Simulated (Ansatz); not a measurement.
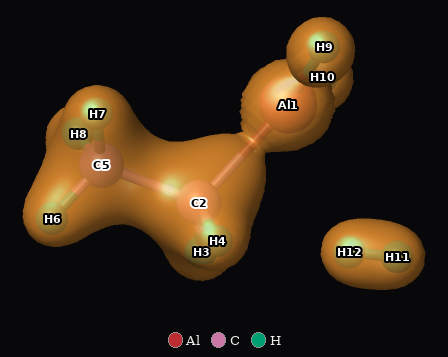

C₂H₇Al···H₂. Isosurface of the electron density at 0.5 e/Å³ (orange), seen across its widest extent.

Not at a stationary point (largest force 1.5 eV/Å).

Level of theory: RKS PBE0/6-31G* in Ansatz 0.2.0.

```yaml
atoms:
  - { symbol: Al, position_ang: [-0.0787, 0.1699, 0.2273] }
  - { symbol: C, position_ang: [0.0592, 0.1016, 2.1922] }
  - { symbol: H, position_ang: [-0.8630, -0.3022, 2.6312] }
  - { symbol: H, position_ang: [0.8680, -0.5809, 2.4886] }
  - { symbol: C, position_ang: [0.3404, 1.4919, 2.7946] }
  - { symbol: H, position_ang: [0.5026, 1.4573, 3.8795] }
  - { symbol: H, position_ang: [1.2323, 1.9578, 2.3557] }
  - { symbol: H, position_ang: [-0.4989, 2.1772, 2.6238] }
  - { symbol: H, position_ang: [1.2582, 0.2080, -0.6445] }
  - { symbol: H, position_ang: [-1.4884, 0.2725, -0.5138] }
  - { symbol: H, position_ang: [-0.2927, -2.5293, 0.7505] }
  - { symbol: H, position_ang: [-0.1961, -1.9775, 1.1906] }
```

Which contacts does the surface bridge?

At this value the surface falls into two separate pieces. It bridges the sampled C–C (1.54 Å), C–Al (1.97 Å) and H–H (0.71 Å) contacts, where the density stays above the isovalue. It is pinched off along the sampled Al···H (2.36 Å) contacts. On the grid the lowest density along these lines, outside the cores, is 0.1 e/Å³ (Al···H, 2.36 Å), 1.6 e/Å³ (C–C, 1.54 Å), 0.6 e/Å³ (C–Al, 1.97 Å) and 1.8 e/Å³ (H–H, 0.71 Å).
